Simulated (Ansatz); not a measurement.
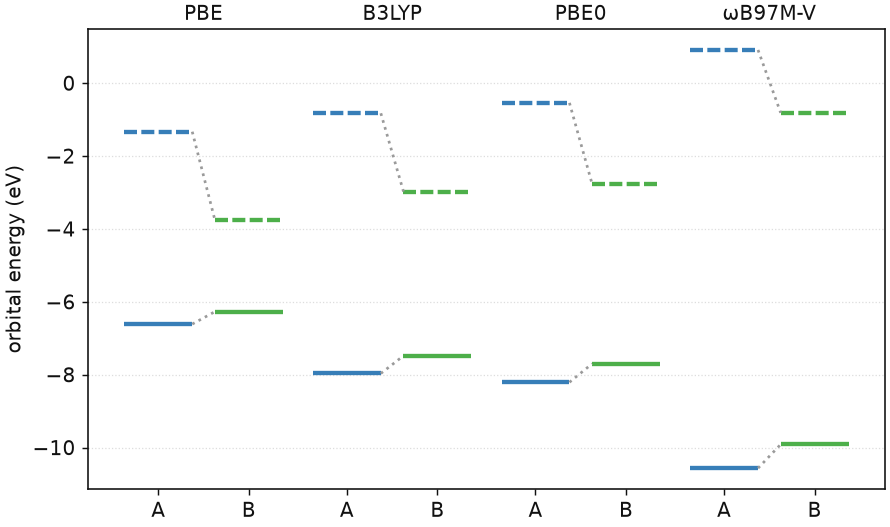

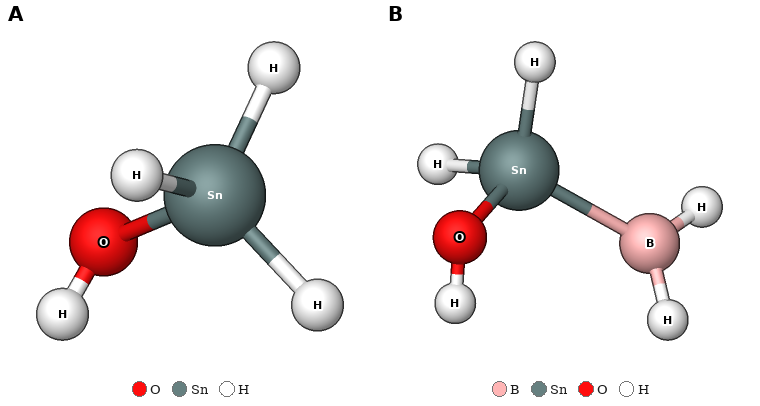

One change: A, SnH₄O (SMILES [OH][SnH3]), becomes B, BSnH₅O (SMILES [BH2][SnH2][OH]). H on Sn is replaced by BH₂. HOMO (solid) and LUMO (dashed) computed in def2-TZVPP at PBE0-D4/def2-TZVP geometries, both minima by their frequencies, gas phase, the Ansatz code 0.2.0. Empty levels above zero depend strongly on the basis.

> What does the change do to HOMO and LUMO?

PBE: the HOMO rises by 0.34 eV, the LUMO falls by 2.42 eV, and the separation goes from 5.28 to 2.52 eV. B3LYP: the HOMO rises by 0.49 eV, the LUMO falls by 2.15 eV, and the separation goes from 7.14 to 4.51 eV. PBE0: the HOMO rises by 0.51 eV, the LUMO falls by 2.22 eV, and the separation goes from 7.67 to 4.94 eV. ωB97M-V: the HOMO rises by 0.65 eV, the LUMO falls by 1.72 eV, and the separation goes from 11.48 to 9.10 eV.

> Do the functionals agree on the effect?

They agree on the direction for both levels; the HOMO shift lies between 0.34 and 0.65 eV and the LUMO shift between −2.42 and −1.72 eV, while the separations themselves differ by up to 6.6 eV between functionals.

Caveats: core potentials past krypton; spin-orbit coupling is left out, and with Sn it can shift these values.
